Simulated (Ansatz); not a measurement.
**How far to go with the k-point mesh: Ge₂W (I4mm, 3 atoms in the cell)**

```
CELL_PARAMETERS angstrom
     -1.67060     1.67060     4.10924
      1.67060    -1.67060     4.10924
      1.67060     1.67060    -4.10924
ATOMIC_POSITIONS crystal
  Ge 0.34367 0.34367 0.00000
  Ge 0.66241 0.66241 0.00000
  W  0.00000 0.00000 0.00000
```

Level of theory: PBEsol, default PAW files made with PBE (plane waves; Ansatz, an electronic-structure program).

Base settings: basis.ecutwfc = 420 eV; kpoints.mp_grid.grid = 14 14 14; hamiltonian.xc = pbesol; hamiltonian.pseudopotentials = {kind: paw} (the program's default PAW files); scf.occupations.method = gaussian; scf.occupations.width = 0.1 eV.

Only quantities that move along the ladder and can be compared are tabulated.

The count of work is k-points × plane waves × bands × iterations; it is no time. Core times come from one kind of shared machine, to one figure; runs under 30 s give none.

The starting cell comes from a database of computed structures (which also holds hypothetical and non-ambient phases and stackings), without a prior relaxation at this level. Its lattice was rescaled by up to half a per cent. One atom was moved a little off its site on purpose. Spin polarisation is off. In the base run, with a pressure of about -4 GPa the cell is away from its equilibrium volume at this level. Ansatz's pressure includes its estimate of the finite-basis (Pulay) stress.

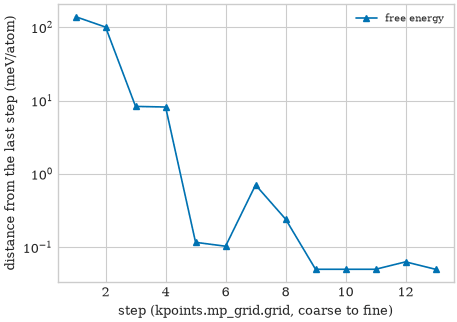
Fig. 1. Distance from the last step along the ladder; very small values are drawn at a floor.

```csv
kpoints.mp_grid.grid,free energy less the last step's (meV/atom),pressure (GPa),largest difference of a force vector from the last step's (eV/Å),count of work / last,core time / last (rough)
2 2 2,139.77,-3.13,0.136,0.0023,–
3 3 3,100.70,-2.23,0.398,0.0035,–
4 4 4,8.34,-3.70,0.107,0.0065,–
5 5 5,8.18,-4.02,0.014,0.0090,–
6 6 6,0.12,-3.85,0.032,0.015,–
7 7 7,-0.10,-3.82,0.016,0.020,–
8 8 8,-0.71,-3.95,0.037,0.030,–
10 10 10,0.24,-3.81,0.008,0.051,–
12 12 12,0.03,-3.81,0.019,0.082,–
14 14 14,-0.05,-3.85,0.003,0.12,–
15 15 15,-0.05,-3.82,0.002,0.14,–
18 18 18,-0.06,-3.84,0.004,0.24,0.3
22 22 22,0.02,-3.84,0.001,0.42,0.5
30 30 30,0.00,-3.84,0.000,1.0,1
```

Coarsest kpoints.mp_grid.grid that holds the free energy within 5 meV/atom of the last step, with all finer ones: 6 6 6, at 0.015 of the last step's count of work; the step before is off by 8.2 meV/atom.

Coarsest kpoints.mp_grid.grid that holds the pressure within 1 GPa of the last step, with all finer ones: 4 4 4, at 0.0065 of the last step's count of work; the step before is off by 1.6 GPa.

Coarsest kpoints.mp_grid.grid that holds the forces within 0.005 eV/Å of the last step, with all finer ones: 14 14 14, at 0.12 of the last step's count of work; the step before is off by 0.019 eV/Å.

Two neighbours can agree and both be off: 4 4 4 and 5 5 5 differ by 0.16 meV/atom in the free energy, yet lie about 8.2 meV/atom from the last step.

Keys are those of Ansatz 0.2.
